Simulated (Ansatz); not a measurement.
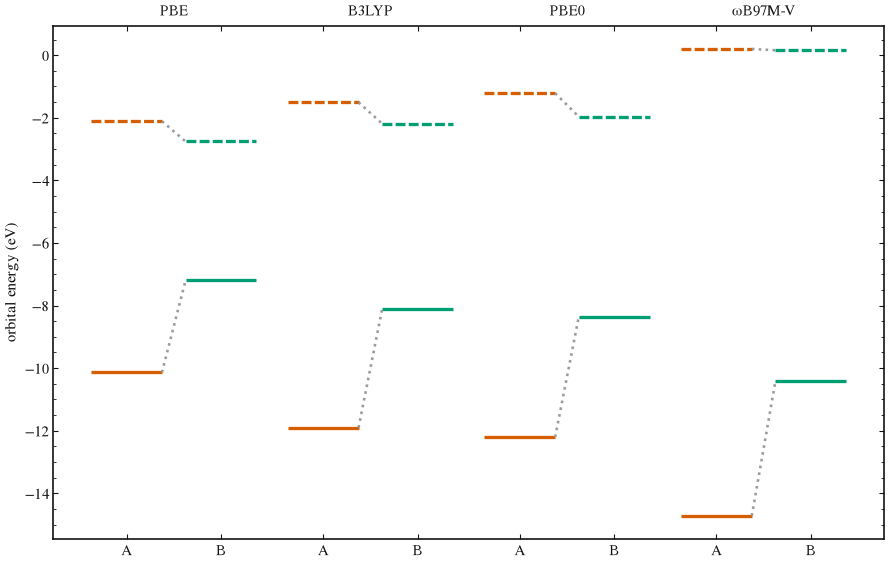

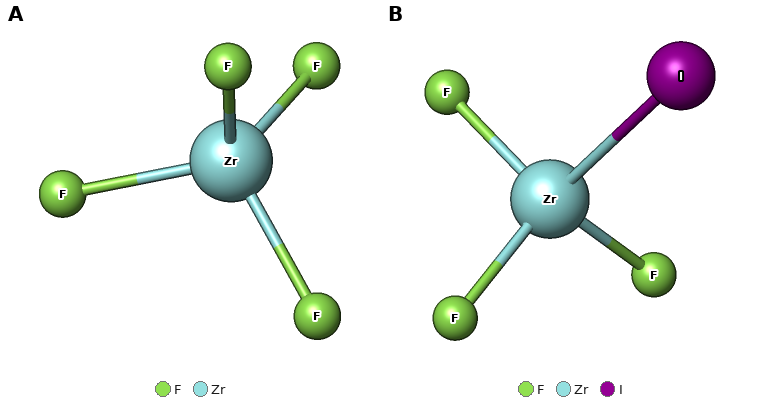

One change: A, ZrF₄ (SMILES [F][Zr]([F])([F])[F]), becomes B, ZrIF₃ (SMILES [F][Zr]([F])([F])[I]). F on Zr is replaced by I. HOMO (solid) and LUMO (dashed) computed in def2-TZVPP at PBE0-D4/def2-TZVP geometries, both minima by their frequencies, gas phase, the Ansatz code 0.2.0. Empty levels above zero depend strongly on the basis.

> What does the change do to HOMO and LUMO?

PBE: the HOMO rises by 2.94 eV, the LUMO falls by 0.65 eV, and the separation goes from 8.03 to 4.44 eV. B3LYP: the HOMO rises by 3.79 eV, the LUMO falls by 0.68 eV, and the separation goes from 10.40 to 5.92 eV. PBE0: the HOMO rises by 3.84 eV, the LUMO falls by 0.75 eV, and the separation goes from 10.99 to 6.39 eV. ωB97M-V: the HOMO rises by 4.29 eV, the LUMO falls by 0.04 eV, and the separation goes from 14.92 to 10.58 eV.

> Do the functionals agree on the effect?

They agree on the direction for both levels; the HOMO shift lies between 2.94 and 4.29 eV and the LUMO shift between −0.75 and −0.04 eV, while the separations themselves differ by up to 6.9 eV between functionals.

Known limits of this run: core potentials past krypton; spin-orbit coupling is left out, and with I it can shift these values.
